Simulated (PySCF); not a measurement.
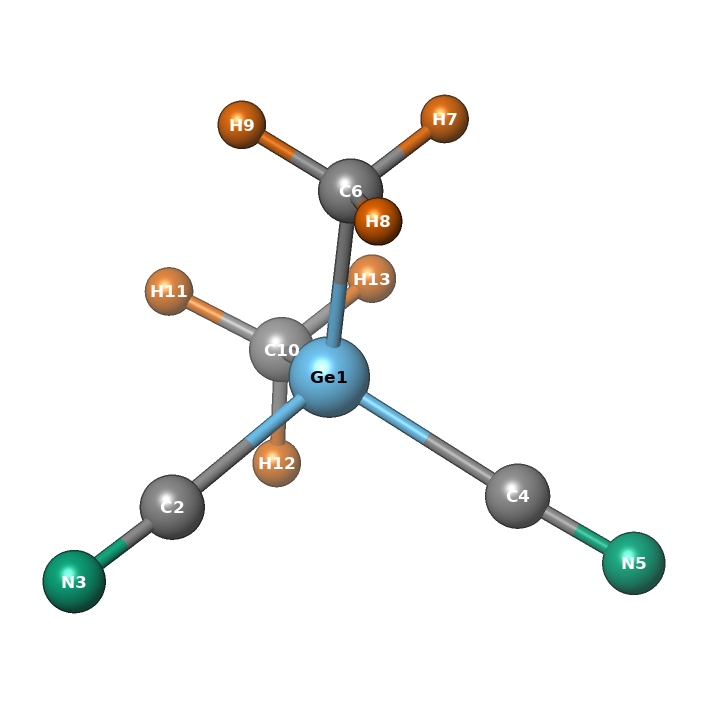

C10 lies behind Ge1. The molecule seen a little off the Ge1–C10 bond, Ge1 in front. Atoms fade into the background with distance from the viewer. Computed geometry: PBE0-D3(BJ)/def2-SVP optimisation. No frequency run is at hand to confirm it as a minimum.

Q: What is the torsion angle C6–Ge1–C10–H11? The sign is positive where the front bond must turn clockwise to cover the back bond.

A: −62°, synclinal (gauche). The bonds about Ge1–C10 are staggered.
